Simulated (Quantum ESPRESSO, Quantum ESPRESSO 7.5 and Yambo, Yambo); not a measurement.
# CdF2 (Fm-3m): G0W0 with Yambo, start to end

How does a plane-wave GW calculation on CdF2 (Fm-3m) run from the first input to the gap?

Main program and level: Quantum ESPRESSO 7.5 and Yambo 5.3.0; PBE and many-body steps on it, plane waves.

### Step 1. Set-up

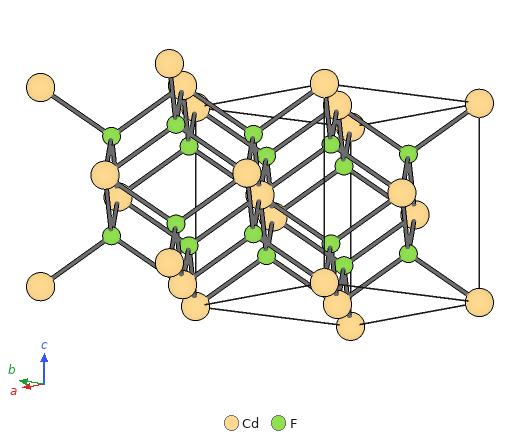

The starting structure, seen from a free direction (cadmium orange, fluorine green). 1×2×1 cells are drawn. This picture shows the conventional cell, with its axes. Some periodic images of atoms are drawn too.

The cell and positions come from the Crystallography Open Database and are kept as given unless a step says otherwise.

### Step 2. Ground state

This step: Quantum ESPRESSO 7.5; DFT, PBE, plane waves, norm-conserving pseudopotentials.

The ground-state density comes first.

File pw.in:

```
&control
  calculation = 'scf'
  prefix = 'x'
  outdir = 'o'
  pseudo_dir = 'pseudo'
/
&system
  ibrav = 0
  nat = 3
  ntyp = 2
  ecutwfc = 94.0
  nbnd = 22
  force_symmorphic = .true.
/
&electrons
  conv_thr = 1e-10
  electron_maxstep = 80
  mixing_beta = 0.5
/
ATOMIC_SPECIES
  Cd 112.41 Cd.upf
  F 18.998 F.upf
CELL_PARAMETERS angstrom
  0.0000000000 2.6940000000 2.6940000000
  2.6940000000 -0.0000000000 2.6940000000
  2.6940000000 2.6940000000 -0.0000000000
ATOMIC_POSITIONS crystal
  Cd 0.0000000000 0.0000000000 0.0000000000
  F 0.2500000000 0.2500000000 0.2500000000
  F 0.7500000000 0.7500000000 0.7500000000
K_POINTS automatic
  6 6 6 0 0 0
```

Run with:

```console
$ OMP_NUM_THREADS=1 mpirun -n 4 pw.x -nk 4 -in pw.in > pw.out
```

Output:

```text
Program PWSCF v.7.5 starts

     This program is part of the open-source Quantum ESPRESSO suite
     for quantum simulation of materials; please cite
         "P. Giannozzi et al., J. Phys.:Condens. Matter 21 395502 (2009);
         "P. Giannozzi et al., J. Phys.:Condens. Matter 29 465901 (2017);
         "P. Giannozzi et al., J. Chem. Phys. 152 154105 (2020);
     in publications or presentations arising from this work. More details at
     Message from routine setup:
     using ibrav=0 with symmetry is DISCOURAGED, use correct ibrav instead

     G-vector sticks info

     bravais-lattice index     =            0
     lattice parameter (alat)  =       7.1997  a.u.
     unit-cell volume          =     263.8878 (a.u.)^3
     number of atoms/cell      =            3
     number of atomic types    =            2
     number of electrons       =        34.00
     number of Kohn-Sham states=           22
     kinetic-energy cutoff     =      94.0000  Ry
     charge density cutoff     =     376.0000  Ry
     scf convergence threshold =      1.0E-10
     mixing beta               =       0.5000
     number of iterations used =            8  plain     mixing
     Exchange-correlation= PBE
                           (   1   4   3   4   0   0   0)

     celldm(1)=   7.199651  celldm(2)=   0.000000  celldm(3)=   0.000000
     celldm(4)=   0.000000  celldm(5)=   0.000000  celldm(6)=   0.000000

     crystal axes: (cart. coord. in units of alat)
               a(1) = (   0.000000   0.707107   0.707107 )
               a(2) = (   0.707107  -0.000000   0.707107 )
               a(3) = (   0.707107   0.707107  -0.000000 )

     reciprocal axes: (cart. coord. in units 2 pi/alat)
               b(1) = ( -0.707107  0.707107  0.707107 )
               b(2) = (  0.707107 -0.707107  0.707107 )
               b(3) = (  0.707107  0.707107 -0.707107 )
     Pseudo is Norm-conserving + core correction, Zval = 20.0
     Generated using ONCVPSP code by D. R. Hamann
     Using radial grid of 1368 points,  6 beta functions with:
     Pseudo is Norm-conserving + core correction, Zval =  7.0
     Generated using ONCVPSP code by D. R. Hamann
     Using radial grid of  832 points,  5 beta functions with:
     Cd               20.00   112.41000     Cd( 1.00)
     F                 7.00    18.99800     F ( 1.00)

     48 Sym. Ops., with inversion, found

   Cartesian axes

     site n.     atom                  positions (alat units)
         1        Cd     tau(   1) = (   0.0000000   0.0000000   0.0000000  )
         2        F      tau(   2) = (   0.3535534   0.3535534   0.3535534  )
         3        F      tau(   3) = (   1.0606602   1.0606602   1.0606602  )

     number of k points=    16
                       cart. coord. in units 2pi/alat
        k(    1) = (   0.0000000   0.0000000   0.0000000), wk =   0.0092593
        k(    2) = (   0.1178511   0.1178511  -0.1178511), wk =   0.0740741
        k(    3) = (   0.2357023   0.2357023  -0.2357023), wk =   0.0740741
        k(    4) = (  -0.3535534  -0.3535534   0.3535534), wk =   0.0370370
        k(    5) = (   0.2357023   0.0000000  -0.0000000), wk =   0.0555556
        k(    6) = (   0.3535534   0.1178511  -0.1178511), wk =   0.2222222
        k(    7) = (  -0.2357023  -0.4714045   0.4714045), wk =   0.2222222
        k(    8) = (  -0.1178511  -0.3535534   0.3535534), wk =   0.2222222
        k(    9) = (   0.0000000  -0.2357023   0.2357023), wk =   0.1111111
        k(   10) = (   0.4714045   0.0000000  -0.0000000), wk =   0.0555556
     [... 4 further rows ...]
        k(   15) = (  -0.1178511  -0.3535534   0.5892557), wk =   0.2222222
        k(   16) = (  -0.7071068   0.2357023   0.0000000), wk =   0.1111111

     Dense  grid:    32647 G-vectors     FFT dimensions: (  45,  45,  45)

     Initial potential from superposition of free atoms

     starting charge      33.9997, renormalised to      34.0000
     Starting wfcs are   18 randomized atomic wfcs +    4 random wfcs

     per-process dynamical memory:    28.4 Mb

     Self-consistent Calculation

     iteration #  1     ecut=    94.00 Ry     beta= 0.50

     total energy              =    -449.30280373 Ry
     estimated scf accuracy    <       0.38882180 Ry

     iteration #  2     ecut=    94.00 Ry     beta= 0.50

     total energy              =    -449.41312000 Ry
     estimated scf accuracy    <       0.06893993 Ry

     iteration #  3     ecut=    94.00 Ry     beta= 0.50

     total energy              =    -449.42409432 Ry
     estimated scf accuracy    <       0.00414792 Ry

     iteration #  4     ecut=    94.00 Ry     beta= 0.50

     total energy              =    -449.42450811 Ry
     estimated scf accuracy    <       0.00005846 Ry

     iteration #  5     ecut=    94.00 Ry     beta= 0.50

     total energy              =    -449.42452890 Ry
     estimated scf accuracy    <       0.00001264 Ry

     iteration #  6     ecut=    94.00 Ry     beta= 0.50

     total energy              =    -449.42453058 Ry
     estimated scf accuracy    <       0.00000509 Ry

     iteration #  7     ecut=    94.00 Ry     beta= 0.50

     total energy              =    -449.42453169 Ry
     estimated scf accuracy    <       0.00000017 Ry

     iteration #  8     ecut=    94.00 Ry     beta= 0.50

     total energy              =    -449.42453168 Ry
     estimated scf accuracy    <       0.00000006 Ry

     iteration #  9     ecut=    94.00 Ry     beta= 0.50

     total energy              =    -449.42453169 Ry
     estimated scf accuracy    <          5.5E-10 Ry

     iteration # 10     ecut=    94.00 Ry     beta= 0.50

     End of self-consistent calculation

          k = 0.0000 0.0000 0.0000 (  4015 PWs)   bands (ev):

   -91.9104 -53.0067 -53.0067 -53.0067 -14.2017 -13.1009   0.9376   0.9376
     0.9376   2.1378   2.1378   5.5577   5.5577   5.5577   6.0345   6.0345
     6.0345   9.6539  19.2706  19.2706  19.2706  24.2209

          k = 0.1179 0.1179-0.1179 (  4047 PWs)   bands (ev):

   -91.9104 -53.0074 -53.0068 -53.0068 -14.1150 -13.1773   1.0370   1.0370
     1.2245   2.1111   2.1111   4.8415   5.3760   5.3760   5.7987   6.0552
     6.0552  10.6120  18.1609  19.6675  19.6675  25.7131

          k = 0.2357 0.2357-0.2357 (  4068 PWs)   bands (ev):

   -91.9104 -53.0086 -53.0070 -53.0070 -13.8964 -13.3708   1.2134   1.2134
     1.9187   2.1325   2.1325   3.9953   4.9422   4.9506   4.9506   6.1088
     6.1088  12.4815  16.6515  20.5543  20.5543  25.0343

          k =-0.3536-0.3536 0.3536 (  4092 PWs)   bands (ev):

     [... further k-points ...]

     highest occupied, lowest unoccupied level (ev):     6.5104    9.6539

!    total energy              =    -449.42453169 Ry
     estimated scf accuracy    <          4.0E-11 Ry

     The total energy is the sum of the following terms:
     one-electron contribution =    -231.75051497 Ry
     hartree contribution      =     131.90836419 Ry
     xc contribution           =     -70.73906150 Ry
     ewald contribution        =    -278.84331940 Ry

     convergence has been achieved in  10 iterations

     XML data file, charge density, pseudopotentials, collected wavefunctions

=------------------------------------------------------------------------------=
   JOB DONE.
=------------------------------------------------------------------------------=
```

Elapsed: 6.2 s, on 4 MPI ranks of Arm Neoverse V2, shared host; peak memory 0.29 GiB; 24 s of CPU time.

Numbers from this step:

| Item | Value |
| --- | --- |
| total energy | -6114.7323 eV |
| gap | 3.143 eV |
| k of the valence top | 0.1667, -0.5, -0.3333 |
| k of the conduction bottom | 0, 0, 0 |
| least direct gap | 3.619 eV |

The gap is indirect, with the least direct gap 0.48 eV higher.

### Step 3. Bands along the symmetry lines

The cheap functional maps the bands first; the places of the edges decide which points the dearer methods must see.

File pw.in:

```
&control
  calculation = 'bands'
  prefix = 'x'
  outdir = 'o'
  pseudo_dir = 'pseudo'
/
&system
  ibrav = 0
  nat = 3
  ntyp = 2
  ecutwfc = 94.0
  nbnd = 23
  force_symmorphic = .true.
/
&electrons
  conv_thr = 1e-9
  electron_maxstep = 80
  diago_full_acc = .true.
  diago_thr_init = 5e-6
/
ATOMIC_SPECIES
  Cd 112.41 Cd.upf
  F 18.998 F.upf
CELL_PARAMETERS angstrom
  0.0000000000 2.6940000000 2.6940000000
  2.6940000000 -0.0000000000 2.6940000000
  2.6940000000 2.6940000000 -0.0000000000
ATOMIC_POSITIONS crystal
  Cd 0.0000000000 0.0000000000 0.0000000000
  F 0.2500000000 0.2500000000 0.2500000000
  F 0.7500000000 0.7500000000 0.7500000000
K_POINTS crystal
  50
  0.00000000 0.00000000 0.00000000 1
  0.06250000 0.00000000 0.06250000 1
  0.12500000 0.00000000 0.12500000 1
  0.18750000 0.00000000 0.18750000 1
  0.25000000 0.00000000 0.25000000 1
  0.31250000 0.00000000 0.31250000 1
  0.37500000 0.00000000 0.37500000 1
  0.43750000 0.00000000 0.43750000 1
  0.50000000 0.00000000 0.50000000 1
  0.51562500 0.03125000 0.51562500 1
  0.53125000 0.06250000 0.53125000 1
  0.54687500 0.09375000 0.54687500 1
  0.56250000 0.12500000 0.56250000 1
  0.57812500 0.15625000 0.57812500 1
  0.59375000 0.18750000 0.59375000 1
  0.60937500 0.21875000 0.60937500 1
  0.62500000 0.25000000 0.62500000 1
  0.37500000 0.37500000 0.75000000 1
  0.32812500 0.32812500 0.65625000 1
  0.28125000 0.28125000 0.56250000 1
  0.23437500 0.23437500 0.46875000 1
  0.18750000 0.18750000 0.37500000 1
  0.14062500 0.14062500 0.28125000 1
  0.09375000 0.09375000 0.18750000 1
  0.04687500 0.04687500 0.09375000 1
  0.00000000 0.00000000 0.00000000 1
  0.06250000 0.06250000 0.06250000 1
  0.12500000 0.12500000 0.12500000 1
  0.18750000 0.18750000 0.18750000 1
  0.25000000 0.25000000 0.25000000 1
  0.31250000 0.31250000 0.31250000 1
  0.37500000 0.37500000 0.37500000 1
  0.43750000 0.43750000 0.43750000 1
  0.50000000 0.50000000 0.50000000 1
  0.50000000 0.46875000 0.53125000 1
  0.50000000 0.43750000 0.56250000 1
  0.50000000 0.40625000 0.59375000 1
  0.50000000 0.37500000 0.62500000 1
  0.50000000 0.34375000 0.65625000 1
  0.50000000 0.31250000 0.68750000 1
  0.50000000 0.28125000 0.71875000 1
  0.50000000 0.25000000 0.75000000 1
  0.50000000 0.21875000 0.71875000 1
  0.50000000 0.18750000 0.68750000 1
  0.50000000 0.15625000 0.65625000 1
  0.50000000 0.12500000 0.62500000 1
  0.50000000 0.09375000 0.59375000 1
  0.50000000 0.06250000 0.56250000 1
  0.50000000 0.03125000 0.53125000 1
  0.50000000 0.00000000 0.50000000 1
```

Output:

```text
[banner, memory and clock lines left out]
Program PWSCF v.7.5 starts

     Atomic positions and unit cell read from directory:
     o/x.save/

     Message from routine setup:
     using ibrav=0 with symmetry is DISCOURAGED, use correct ibrav instead

     G-vector sticks info

     bravais-lattice index     =            0
     lattice parameter (alat)  =       7.1997  a.u.
     unit-cell volume          =     263.8878 (a.u.)^3
     number of atoms/cell      =            3
     number of atomic types    =            2
     number of electrons       =        34.00
     number of Kohn-Sham states=           23
     kinetic-energy cutoff     =      94.0000  Ry
     charge density cutoff     =     376.0000  Ry
     Exchange-correlation= PBE
                           (   1   4   3   4   0   0   0)

     celldm(1)=   7.199651  celldm(2)=   0.000000  celldm(3)=   0.000000
     celldm(4)=   0.000000  celldm(5)=   0.000000  celldm(6)=   0.000000

     crystal axes: (cart. coord. in units of alat)
               a(1) = (   0.000000   0.707107   0.707107 )
               a(2) = (   0.707107  -0.000000   0.707107 )
               a(3) = (   0.707107   0.707107  -0.000000 )

     reciprocal axes: (cart. coord. in units 2 pi/alat)
               b(1) = ( -0.707107  0.707107  0.707107 )
               b(2) = (  0.707107 -0.707107  0.707107 )
               b(3) = (  0.707107  0.707107 -0.707107 )
     Pseudo is Norm-conserving + core correction, Zval = 20.0
     Generated using ONCVPSP code by D. R. Hamann
     Using radial grid of 1368 points,  6 beta functions with:
     Pseudo is Norm-conserving + core correction, Zval =  7.0
     Generated using ONCVPSP code by D. R. Hamann
     Using radial grid of  832 points,  5 beta functions with:
     Cd               20.00   112.41000     Cd( 1.00)
     F                 7.00    18.99800     F ( 1.00)

     48 Sym. Ops., with inversion, found

   Cartesian axes

     site n.     atom                  positions (alat units)
         1        Cd     tau(   1) = (   0.0000000   0.0000000   0.0000000  )
         2        F      tau(   2) = (   0.3535534   0.3535534   0.3535534  )
         3        F      tau(   3) = (   1.0606602   1.0606602   1.0606602  )

     number of k points=    50
                       cart. coord. in units 2pi/alat
        k(    1) = (   0.0000000   0.0000000   0.0000000), wk =   0.0400000
        k(    2) = (   0.0000000   0.0883883   0.0000000), wk =   0.0400000
        k(    3) = (   0.0000000   0.1767767   0.0000000), wk =   0.0400000
[...]
[... 38 further rows ...]
        k(   49) = (   0.0441942   0.7071068   0.0000000), wk =   0.0400000
        k(   50) = (   0.0000000   0.7071068   0.0000000), wk =   0.0400000

     Dense  grid:    32647 G-vectors     FFT dimensions: (  45,  45,  45)

     The potential is recalculated from file :
     o/x.save/charge-density

     Starting wfcs are   18 randomized atomic wfcs +    5 random wfcs

     Band Structure Calculation

     End of band structure calculation

          k = 0.0000 0.0000 0.0000 (  4015 PWs)   bands (ev):

   -91.9103 -53.0066 -53.0066 -53.0066 -14.2018 -13.1009   0.9377   0.9377
     0.9377   2.1379   2.1379   5.5577   5.5577   5.5577   6.0345   6.0345
     6.0345   9.6539  19.2706  19.2706  19.2706  24.2210  26.4704

          k = 0.0000 0.0884 0.0000 (  4035 PWs)   bands (ev):

   -91.9104 -53.0067 -53.0067 -53.0067 -14.1850 -13.1157   0.9593   0.9593
[...]
6.0418   9.8549  19.0074  19.3403  19.3403  24.6052  26.1507

          k = 0.0000 0.1768 0.0000 (  4047 PWs)   bands (ev):

[...]
6.0736  10.3733  18.4219  19.5343  19.5343  24.7507  26.2188

          k =-0.0000 0.2652 0.0000 (  4048 PWs)   bands (ev):

[...]
k = 0.0000 0.4419-0.0000 (  4056 PWs)   bands (ev):

[...]
k =-0.0000 0.5303 0.0000 (  4064 PWs)   bands (ev):

[...]
k = 0.0000 0.6187-0.0000 (  4064 PWs)   bands (ev):

[...]
k = 0.4640 0.4640-0.0000 (  4075 PWs)   bands (ev):

[...]
k = 0.3315 0.3315-0.0000 (  4063 PWs)   bands (ev):

[...]
k = 0.3094 0.7071-0.0000 (  4080 PWs)   bands (ev):

[...]
k = 0.2210 0.7071-0.0000 (  4074 PWs)   bands (ev):

[...]
k = 0.1768 0.7071-0.0000 (  4062 PWs)   bands (ev):

[...]
k = 0.0442 0.7071 0.0000 (  4076 PWs)   bands (ev):

[...]
6.4451  14.5688  16.2770  18.4711  20.7596  20.8886  26.0884

          k = 0.0000 0.7071 0.0000 (  4088 PWs)   bands (ev):

   -91.9104 -53.0092 -53.0077 -53.0077 -13.7328 -13.4694   1.1535   1.8889
     1.8889   2.2524   2.4249   3.4542   3.5900   3.5900   6.0229   6.4411
     6.4411  14.5663  16.2381  18.4942  20.8276  20.8276  26.0277

     XML data file, pseudopotentials, collected wavefunctions
```

The job ended after 5 s (4 MPI ranks; peak memory 0.25 GiB).

This step gave:

```
gap                        : 3.124 eV
k of the valence top       : 0.5, 0.25, 0.75
k of the conduction bottom : 0, 0, 0
least direct gap           : 3.619 eV
```

The gap is 3.124 eV, −0.019 eV from the run before at this level.

Electronic bands along the path, in eV, zero at the top of the highest filled band:

| point | band 14 | band 15 | band 16 | band 17 | band 18 | band 19 | band 20 | band 21 |
| --- | --- | --- | --- | --- | --- | --- | --- | --- |
| Γ | -0.97 | -0.50 | -0.50 | -0.50 | 3.12 | 12.74 | 12.74 | 12.74 |
| X | -2.94 | -0.51 | -0.09 | -0.09 | 8.04 | 9.71 | 11.96 | 14.30 |
| U | -2.30 | -0.95 | -0.35 | -0.20 | 7.99 | 10.79 | 11.16 | 14.50 |
| jump to K | -2.30 | -0.95 | -0.35 | -0.20 | 7.99 | 10.79 | 11.16 | 14.50 |
| Γ | -0.97 | -0.50 | -0.50 | -0.50 | 3.12 | 12.74 | 12.74 | 12.74 |
| L | -1.83 | -1.83 | -0.39 | -0.39 | 7.20 | 9.18 | 14.53 | 14.53 |
| W | -1.52 | -1.52 | -0.60 | 0.00 | 8.10 | 11.53 | 11.72 | 11.72 |
| X | -2.94 | -0.51 | -0.09 | -0.09 | 8.04 | 9.71 | 11.96 | 14.30 |

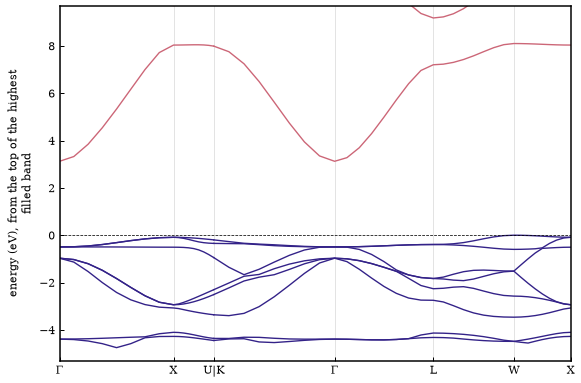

Electronic bands along the path; lines of filled and empty bands in two colours.

(Continued in part 2 of 3.)

[Paths, hosts, dates, memory and timing lines, banners, echoed tables and standing remarks are left out of the program output.]

[Logs are printed without paths, hosts, clocks, repeated set-up lines and the standing remarks that a program may print on its own settings, such as how far it seeks lower states.]

[Runs of the session that timed out or met a known fault of the program may be left out.]

[Hosts, paths, dates, database ids (printed as entryN), source tags and the programs' standing remarks are cut or masked in the printed files.]
